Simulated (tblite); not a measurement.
C5H12Si: molecular dynamics

System: C5H12Si (vinyltrimethylsilane), SMILES C=C[Si](C)(C)C.
Method: GFN2-xTB Langevin dynamics, gas phase (tblite 0.8.0).

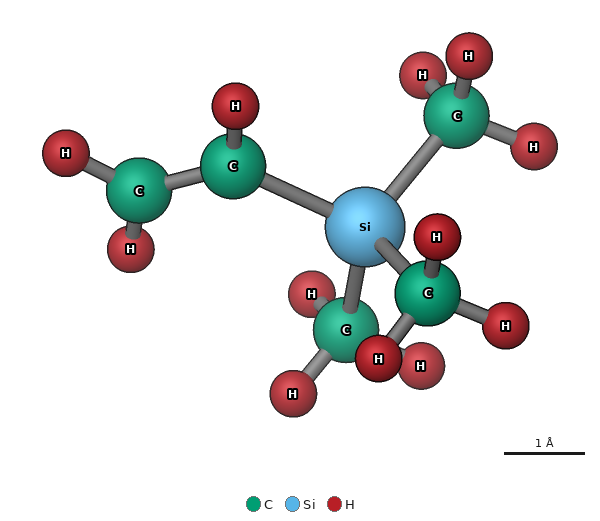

Fig. 1: The input geometry (ball-and-stick view, seen at a tilt). Bond lengths as drawn: C–C 1.32 Å, C–H 1.08 to 1.09 Å and C–Si 1.89 to 1.91 Å.

The input
```
{"job": {"dt": 1.5, "steps": 5000, "equilibration": 400, "friction": 0.005, "h_mass": 4.0, "temperature": 600, "xc": "GFN2-xTB", "basis": "xTB", "kind": "md"}, "charge": 0, "multiplicity": 1}
C     -0.320261    -1.297184     0.399639
C     -0.043457    -0.025528     0.640886
Si     1.654558     0.663269     1.122471
C      2.181924     1.946841    -0.189767
C      1.508667     1.520331     2.823073
C      2.951942    -0.730332     1.217697
H     -1.308220    -1.638063     0.126871
H      0.435418    -2.062777     0.464557
H     -0.852408     0.691962     0.556593
H      1.462561     2.757250    -0.259667
H      3.145351     2.385467     0.052294
H      2.264377     1.496712    -1.174559
H      0.754474     2.301419     2.807875
H      2.448703     1.979449     3.114717
H      1.232529     0.814417     3.600726
H      3.923778    -0.342631     1.508401
H      3.071367    -1.225936     0.259134
H      2.669955    -1.483453     1.947111
```

The first line tells a small driver script what to run in tblite; the rest is the geometry in Å.

Machine: 1 CPU thread, shared host.

Launched with:
```bash
OMP_NUM_THREADS=1 python <driver script> task.json out
```

What the program printed
```
t/fs     T/K   E - E0/eV
     0.0    700.2     0.0000
   337.5    661.0     0.6865
   675.0    444.2     1.2767
  1012.5    626.3     1.2025
  1350.0    651.9     1.1360
  1687.5    519.0     1.4242
  2025.0    394.1     2.0699
  2362.5    544.9     1.0038
  2700.0    675.7     0.8755
  3037.5    678.9     0.9521
  3375.0    391.7     0.9972
  3712.5    492.6     0.9101
  4050.0    686.2     1.0048
  4387.5    412.1     1.2593
  4725.0    493.3     0.8071
  5062.5    617.1     1.2598
  5400.0    715.0     0.6653
  5737.5    351.8     1.2097
  6075.0    689.8     0.9177
  6412.5    874.0     0.7733
  6750.0    458.1     1.5044
  7087.5    614.6     0.8496
  7425.0    561.7     1.5201
  7762.5    771.7     1.0208
  8100.0    618.7     1.8258
```

Trajectory as extended XYZ (Å, eV, eV/Å), 12 of the 25 frames kept, from step=0 to step=5400
```
18
Properties=species:S:1:pos:R:3:forces:R:3 step=0 time_fs=0.0 energy=-503.08705 temperature=700.2
C    -0.3203   -1.2972    0.3996    0.0000   0.0040   0.0010
C    -0.0435   -0.0255    0.6409    0.0000  -0.0010   0.0010
Si    1.6546    0.6633    1.1225   -0.0010   0.0020  -0.0010
C     2.1819    1.9468   -0.1898    0.0020   0.0010  -0.0010
C     1.5087    1.5203    2.8231   -0.0010   0.0000   0.0010
C     2.9519   -0.7303    1.2177   -0.0010   0.0020   0.0000
H    -1.3082   -1.6381    0.1269    0.0000  -0.0010   0.0000
H     0.4354   -2.0628    0.4646    0.0010  -0.0020   0.0000
H    -0.8524    0.6920    0.5566    0.0010   0.0000   0.0020
H     1.4626    2.7573   -0.2597   -0.0010  -0.0020   0.0010
H     3.1454    2.3855    0.0523    0.0020   0.0010   0.0010
H     2.2644    1.4967   -1.1746   -0.0020  -0.0010   0.0000
H     0.7545    2.3014    2.8079    0.0020   0.0000  -0.0020
H     2.4487    1.9794    3.1147   -0.0030  -0.0020   0.0000
H     1.2325    0.8144    3.6007   -0.0010   0.0010  -0.0010
H     3.9238   -0.3426    1.5084    0.0020  -0.0010  -0.0020
H     3.0714   -1.2259    0.2591   -0.0010  -0.0010   0.0010
H     2.6700   -1.4835    1.9471   -0.0010   0.0000  -0.0010
18
Properties=species:S:1:pos:R:3:forces:R:3 step=450 time_fs=675.0 energy=-501.81037 temperature=444.2
C     0.1235    0.5142    0.6139    0.0670   0.2270   0.5130
C     0.7787    1.6391    0.9439   -1.0940  -0.4830   0.5060
Si    2.0620    1.6620    2.3387   -0.3570   0.6470   1.6940
C     3.2785    3.0669    1.9827    1.4260   2.1050   2.9890
C     1.0468    1.9185    4.0399    1.4350   0.3270   0.4920
C     3.2721    0.2384    2.6214    0.7340   2.3180   0.1190
H    -0.4887    0.4101   -0.2596   -0.5070   0.3500  -0.1110
H     0.0890   -0.3822    1.2415    0.8530   0.2280  -0.4720
H     0.3706    2.6010    0.5835    0.9030  -0.6390  -0.5030
H     3.0896    3.9991    2.5928   -0.8850  -0.7450  -0.4370
H     4.3822    3.1260    2.2182   -0.9230  -1.4500  -0.6070
H     3.1283    3.3663    1.0150   -0.0250   0.7150  -2.3910
H     0.2984    1.1485    4.0398    0.0050  -0.5720   0.4900
H     0.4628    2.8298    4.0979    0.2300   0.3080  -0.2790
H     1.7025    1.9257    5.0083   -1.1680  -0.3860  -1.8430
H     4.0496    0.6186    3.2767   -0.0860   0.0790   0.5600
H     3.8370    0.0394    1.7677    0.4370  -0.7180  -1.6290
H     2.8719   -0.5950    3.0422   -1.0460  -2.3120   0.9100
18
Properties=species:S:1:pos:R:3:forces:R:3 step=900 time_fs=1350.0 energy=-501.95104 temperature=651.9
C     0.5653    3.6265    0.7619    2.0900   3.0410   0.5000
C     0.4623    2.5104    1.4389   -3.0090  -1.1700  -1.3270
Si    1.5763    1.7519    2.7003    3.0980  -0.7200  -0.3000
C     3.3197    2.7609    2.9558   -1.8710  -0.9160   1.1280
C     0.8343    1.3515    4.3976    0.3080  -0.2100   0.1590
C     2.2808    0.0025    2.0224   -0.9090   2.2160   2.0580
H    -0.1398    4.2934    0.2089    0.4640  -1.4810   0.2360
H     1.5429    4.2002    0.9738   -1.3970  -0.5660  -0.4600
H    -0.4932    1.9261    1.1601    1.1610   0.5700   0.8020
H     4.0528    2.4365    2.2203   -0.0710   0.4180   0.5270
H     3.1291    3.8145    3.0173    0.1010   0.5360  -0.8630
H     3.5816    2.5862    4.0191    0.4980  -0.5470  -0.8130
H    -0.1860    1.0122    4.1677    0.0650   0.7490   0.8540
H     1.0060    2.2042    5.1186   -0.8870  -1.1940  -0.7200
H     1.3220    0.4355    4.7862   -0.0890   0.7280   0.0010
H     1.4991   -0.5670    1.6354   -0.8900  -1.0180  -0.5870
H     2.7210   -0.4439    2.8900    0.1300  -0.5780   0.2550
H     3.0324    0.1850    1.3377    1.2090   0.1420  -1.4500
18
Properties=species:S:1:pos:R:3:forces:R:3 step=1575 time_fs=2362.5 energy=-502.08324 temperature=544.9
C     3.1899    3.8200    2.1739   -0.3860  -1.5710   0.8190
C     2.7254    2.9859    3.1543    1.1450   2.9170  -2.4100
Si    2.7011    1.1637    3.1013   -2.2100  -0.4160  -2.0630
C     3.5604    0.3723    4.4582    2.6890  -2.5830   2.1810
C     0.8154    1.0511    3.2769   -0.6410   1.2620   2.1700
C     3.2166    0.2635    1.5292    0.9950  -0.2630  -0.3770
H     3.2826    4.8665    2.3263   -0.3950   0.6930   0.1040
H     3.5248    3.5224    1.1732    0.1110  -0.3270   0.7860
H     2.1997    3.4947    3.9378    0.2770   0.0400   0.6450
H     4.7075    0.4875    4.4580   -1.6720  -0.4200  -0.2170
H     3.2654    0.7518    5.4020   -0.2940   0.6150   0.9160
H     3.2864   -0.7297    4.5594    0.6680   1.2110  -0.4280
H     0.2277    0.2201    3.1044   -0.4060  -2.2830  -0.7010
H     0.3675    1.7878    2.6380   -0.1170   0.6600  -0.1540
H     0.4744    1.2801    4.3466    0.7040   0.2100  -1.1980
H     2.5485    0.2258    0.6825   -0.2470   0.4060   0.0090
H     3.4298   -0.7860    1.7547    0.1170   0.2250   0.0450
H     4.1605    0.7320    1.2051   -0.3380  -0.3760  -0.1250
18
Properties=species:S:1:pos:R:3:forces:R:3 step=2025 time_fs=3037.5 energy=-502.13500 temperature=678.9
C     1.4834    2.9919    2.6744    0.1320  -1.1900  -1.9960
C     1.7222    2.0356    3.5218    0.1500   0.9670   4.0820
Si    1.3020    0.1626    3.3893    0.8330   0.8920  -0.1650
C     1.3190   -0.5333    5.1570   -1.1960  -0.5120  -0.0250
C    -0.4363    0.0256    2.6705    0.6760   0.6140  -1.7750
C     2.7267   -0.5636    2.3098   -0.5530   1.4000   0.7770
H     1.6417    4.0185    2.6478    0.1850   1.3430   0.7760
H     1.3280    2.5906    1.7171   -0.6790  -0.0030  -1.7100
H     1.9358    2.5465    4.5548   -0.0620  -1.6080  -1.1070
H     2.2130   -1.0357    5.4313    0.7170  -0.5860  -0.1010
H     1.2216    0.2358    5.9077   -0.3900   0.2340   0.0500
H     0.4687   -1.2609    5.2568    0.8170   0.6820   0.1440
H    -0.4201   -0.3216    1.6141   -0.0540  -0.2200   0.7890
H    -0.7417    1.0558    2.5562   -0.5720   0.1750   0.2460
H    -1.1311   -0.5249    3.2436   -0.6020  -0.4330   0.3750
H     2.7934   -0.2930    1.2672   -0.0160   0.5460   0.0150
H     2.5438   -1.5948    2.3011    0.5360  -1.5120   0.2940
H     3.5949   -0.2068    2.8820    0.0770  -0.7880  -0.6690
18
Properties=species:S:1:pos:R:3:forces:R:3 step=2475 time_fs=3712.5 energy=-502.17693 temperature=492.6
C    -1.2358    1.4779    2.0663    0.5650  -0.0890   0.7080
C    -0.3273    1.2156    3.0054    1.0220   0.6930   1.1260
Si    0.4833   -0.5337    3.1683   -0.2410  -0.5860  -0.2250
C    -0.3608   -1.5385    4.5858   -0.2830   1.5550   1.0440
C    -0.2272   -1.4541    1.6400   -1.7580  -0.9640   0.0740
C     2.3914   -0.7642    3.2144    0.8300   1.2180  -0.3910
H    -1.8351    2.3861    2.0636    0.2910  -0.2740  -0.3000
H    -1.3579    0.7018    1.3198   -0.5220   0.6180   0.0430
H     0.0099    1.9988    3.7956   -0.9420  -1.1600  -1.2940
H    -0.0487   -1.2553    5.6484   -0.4020  -0.4650  -1.5100
H    -1.4527   -1.4011    4.5038    0.4810   0.0930   0.2330
H    -0.1984   -2.5693    4.4097    0.3630  -0.8730   0.1410
H     0.1404   -1.0953    0.6530   -0.2590  -0.6020   0.8180
H    -1.3751   -1.2060    1.7000    1.9880  -0.8040  -0.4000
H    -0.1592   -2.6162    1.7472    0.0350   2.1730  -0.4810
H     2.8160   -0.7158    2.1781   -0.4210   0.5030   0.8150
H     2.8616   -1.6743    3.5757   -0.6470  -0.0490   0.4570
H     2.7905    0.0954    3.8350   -0.0990  -0.9880  -0.8590
18
Properties=species:S:1:pos:R:3:forces:R:3 step=2925 time_fs=4387.5 energy=-501.82771 temperature=412.1
C    -1.4312    2.0310    1.2957   -2.6260   1.5600   0.4790
C    -1.5820    1.2417    2.3202    0.9280  -1.0480   1.4430
Si   -0.3144   -0.1619    3.0362   -0.8590   1.8450  -1.9830
C    -0.8975   -0.4939    4.7072   -1.4350   1.9590   2.2030
C    -0.7132   -1.5028    1.8191    0.6890  -0.4980  -1.9850
C     1.4731    0.3445    3.3188    0.9980   0.5080  -1.5000
H    -2.2376    2.7680    1.0652    0.5980  -0.5860  -0.0040
H    -0.5809    2.2075    0.7995    2.8170   0.0420  -1.9850
H    -2.5011    1.4911    2.8088   -0.4730  -0.8850   0.7240
H    -0.7663    0.6198    5.0991   -0.4890  -2.3840   0.3060
H    -1.9670   -0.7293    4.6979    0.2390   0.1940   0.2910
H    -0.4136   -1.2253    5.3255    0.3250   0.1340   0.2040
H    -1.7712   -1.7842    1.8010    0.5160  -0.1270   0.1600
H    -0.0353   -2.3632    1.9046   -0.6110   0.0170   0.1490
H    -0.4796   -1.1010    0.7961   -0.3440  -0.3480   0.7140
H     2.1056   -0.4158    2.8348    0.0240   0.4530   0.1640
H     1.8491    0.5089    4.3005   -0.2300  -0.3920   0.9350
H     1.6881    1.3188    2.8516   -0.0660  -0.4440  -0.3170
18
Properties=species:S:1:pos:R:3:forces:R:3 step=3375 time_fs=5062.5 energy=-501.82723 temperature=617.1
C    -0.5743    2.5678    0.8659   -1.6770  -0.8720  -1.1390
C    -0.8834    1.3000    0.5779    1.3750  -0.3440   0.4770
Si    0.3864   -0.0964    0.3150   -0.6200  -1.7540   0.6700
C     0.1910   -1.3962    1.7664   -1.2130   0.4220  -1.4130
C    -0.3587   -1.4184   -0.9847    0.9820   0.8090   0.0890
C     2.1477    0.4310   -0.3060   -3.9740   2.7250   0.5410
H    -1.4052    3.2517    0.9204    0.0890   0.3920   0.4960
H     0.3807    2.9915    0.7031    0.6450   0.0920   0.1840
H    -1.8644    0.8590    0.6747   -0.2860   0.6250   0.0070
H     0.5005   -2.3551    1.4078    0.0890  -0.5270  -0.3420
H     0.6591   -1.3129    2.6847    0.8550   0.8110   1.6690
H    -0.8975   -1.4533    1.9337    0.4660  -0.0610   0.0800
H    -0.0071   -2.4239   -0.6456   -0.2400   0.9280  -0.8510
H     0.1186   -1.0651   -1.9242   -0.4780  -0.9870   0.2700
H    -1.4409   -1.4716   -1.1396    0.4340   0.2270   0.1990
H     2.6266    1.1736    0.3076    0.7320  -0.6750   0.2750
H     1.6821    1.0656   -1.0873    0.9240  -0.1590  -0.4540
H     2.5743   -0.3836   -0.7311    1.8960  -1.6540  -0.7560
18
Properties=species:S:1:pos:R:3:forces:R:3 step=3825 time_fs=5737.5 energy=-501.87736 temperature=351.8
C     2.4937    2.9330   -1.5452   -1.6550  -0.0760  -0.5200
C     2.0881    1.8300   -2.1761   -0.1620  -0.4830  -0.6560
Si    2.1311    0.0255   -1.5965    3.3410   1.5960   0.3930
C     2.7392    0.1097    0.3118   -0.0600  -0.7700  -0.4610
C     0.4435   -0.6022   -1.3543   -1.3890  -0.6050   1.7750
C     3.0894   -0.8907   -3.0431    0.1400  -2.6000   1.4260
H     2.2385    3.8089   -2.1652    0.7900   0.2020   1.1600
H     2.6687    2.9571   -0.4476    0.2760   0.1640  -1.3710
H     1.6846    1.8972   -3.2327    0.6780   0.2760   1.1220
H     2.6607   -0.9411    0.6811   -0.3190   0.8350   0.0430
H     3.8076    0.3353    0.5212   -0.9770   0.4550  -0.3080
H     2.0015    0.7839    0.8495    1.2530  -0.9210  -0.4680
H     0.2829   -1.4608   -1.9638   -0.7360  -0.2780  -0.5810
H    -0.3331    0.1804   -1.4186    0.2930  -0.8150  -0.1050
H     0.4771   -1.0073   -0.3043   -0.6590   0.3970  -0.8560
H     4.1863   -1.1084   -3.0187   -0.8170   0.8550   0.3730
H     2.8647   -0.4616   -3.9886   -0.2520   0.2010  -0.5570
H     2.6937   -1.9803   -3.0037    0.2540   1.5680  -0.4090
18
Properties=species:S:1:pos:R:3:forces:R:3 step=4500 time_fs=6750.0 energy=-501.58262 temperature=458.1
C     1.5330    2.9946   -1.7083   -2.9320  -0.6740   0.6650
C     1.4435    1.6739   -1.9595    1.7470   0.8260  -0.4630
Si    2.7287    0.2536   -1.3288   -3.0410   1.5950   0.9900
C     4.0976    0.9299   -0.2385    1.2660  -1.7880   1.8810
C     1.4255   -0.8324   -0.3801    0.6630   1.3700   1.3680
C     3.5370   -0.6964   -2.6504   -1.1350  -2.3050  -2.2650
H     0.5167    3.6320   -1.8003    2.7070  -0.9480  -0.3340
H     2.2660    3.3075   -1.0191    0.4000   0.7670   0.5670
H     0.7830    1.5233   -2.7861   -0.7110  -1.0480   0.0590
H     4.8898    1.2993   -0.8901    0.0630  -0.0330   0.4700
H     3.9419    1.5886    0.6061   -0.5680   0.6750  -0.5430
H     4.4954    0.0290    0.4164   -0.2590   1.1790  -1.6520
H     0.7623   -1.4077   -0.9386   -0.9560  -0.5830  -1.3760
H     0.8156   -0.1369    0.2233    0.1480  -0.2310  -0.2830
H     1.8119   -1.5348    0.3409    0.6370  -0.0880   0.2080
H     3.1083   -0.5781   -3.6422    0.0980   1.1780  -0.2920
H     3.3114   -1.7677   -2.6571    0.2070  -0.2710   1.0820
H     4.5711   -0.6259   -2.7199    1.6650   0.3790  -0.0840
18
Properties=species:S:1:pos:R:3:forces:R:3 step=4950 time_fs=7425.0 energy=-501.56697 temperature=561.7
C     1.6513    2.2595   -0.3185   -0.3200   0.5290  -2.7720
C     2.3682    1.8757   -1.4199   -0.2330   0.4760   1.5730
Si    3.3784    0.1764   -1.5227    1.5950  -0.3130  -0.2150
C     5.1749    0.8144   -0.9626   -0.2040   1.5150  -0.3810
C     2.6440   -1.2579   -0.3641    0.9300   0.5200  -2.6030
C     3.8494   -0.8403   -3.2213   -0.0160  -0.1060  -0.0440
H     1.2114    3.3019   -0.4484    0.4820  -1.4150   0.9520
H     1.2015    1.5803    0.3908    0.3910   0.2620   0.0870
H     2.5508    2.7752   -2.0582    0.2790  -1.3220   0.0470
H     5.2401    1.3823   -0.0519   -0.8980  -0.1180   1.0340
H     6.0296    0.1894   -0.8695    0.1400  -1.2300  -0.3320
H     5.5346    1.6382   -1.6020   -0.4150  -0.5090  -0.6990
H     1.6473   -0.9985   -0.4635   -2.2780   0.1810   0.2770
H     2.8868   -1.3313    0.6355    0.7510   0.2700   1.8040
H     2.7240   -2.2518   -0.7963    0.3280   0.0870  -0.1730
H     4.4579   -1.7389   -2.8955   -0.0160   1.4680  -0.3880
H     4.3457   -0.1948   -4.0228   -0.3080  -0.9980   1.4090
H     3.0462   -1.3716   -3.7613   -0.2070   0.7040   0.4250
18
Properties=species:S:1:pos:R:3:forces:R:3 step=5400 time_fs=8100.0 energy=-501.26130 temperature=618.7
C     1.7675    3.9488   -0.7544   -2.0880  -0.1500  -2.8520
C     1.5625    2.6488   -0.9393    0.1790  -1.2820   1.3960
Si    2.8598    1.2498   -0.2861   -1.6000   1.4020   1.4470
C     4.1824    1.6842    1.0952    2.5580   2.1670  -0.6390
C     2.0120   -0.3085    0.5672    3.0020  -0.4820  -2.2480
C     3.3415    0.7124   -2.0229    2.6310  -0.9350  -1.2440
H     1.2299    4.6527   -1.4586    0.1020  -0.5050   1.2050
H     2.4914    4.4318   -0.1948    1.3370   0.2030   0.8130
H     0.6193    2.2152   -1.4117    1.5120   0.9420   0.1740
H     3.9701    1.7569    2.1909   -0.2780  -0.4740  -1.2530
H     5.1314    1.1202    0.9360   -1.0160  -0.6620   0.3920
H     4.7514    2.7021    0.8866   -1.7370  -1.0790   0.1680
H     2.5613   -0.5386    1.4850   -1.2140   0.1330   0.0820
H     2.4527   -1.0733   -0.1518   -0.4420   0.2460   0.7780
H     0.9841   -0.4713    0.4076   -0.9440   0.2110   0.8800
H     3.8810   -0.2713   -1.8650   -0.5610   0.7470  -0.4310
H     4.1486    1.3063   -2.6654   -2.0300  -0.8040   1.3240
H     2.4366    0.4808   -2.6014    0.5910   0.3220   0.0070
```

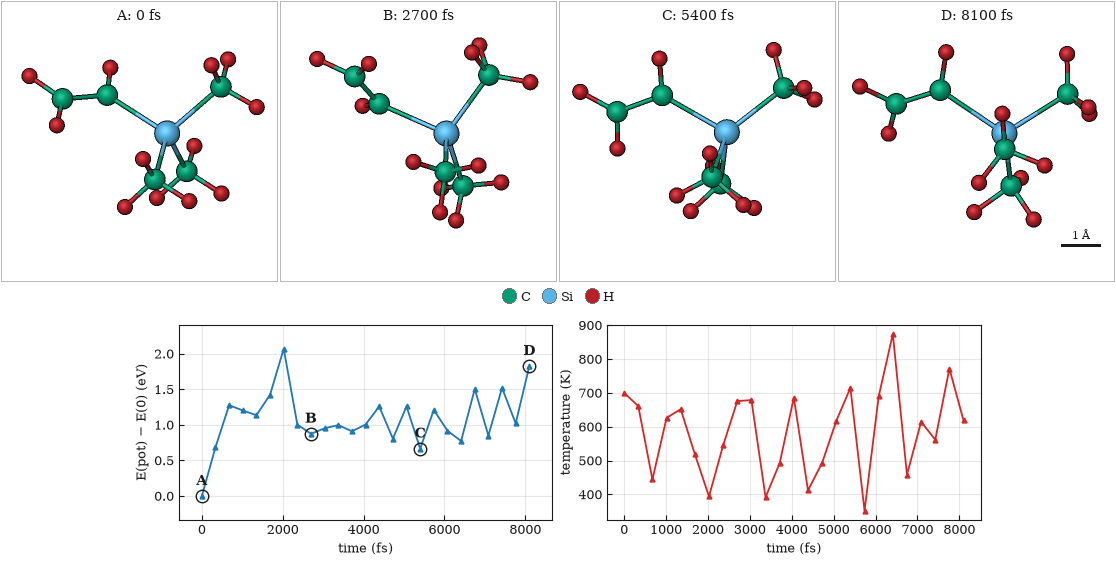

Fig. 2: Frames of the molecular dynamics (ball-and-stick, seen at a tilt) above the curves, on which the letters mark them. The trajectory kept here has 25 frames over 8100 fs. The temperature starts at 700 K, ranges from 352 to 874 K and averages 605 K over the second half. The potential energy ends 1.826 eV above its first value. After an unweighted best fit of the last frame on the first, the root-mean-square displacement is 0.96 Å, and H9 has moved furthest (2.43 Å).

Summary

- outcome: finished
- mean temperature over the second half: 605 K
- trajectory: 25 frames kept, 8100 fs
- wall time: 57 s
- peak memory: 0.5 GiB
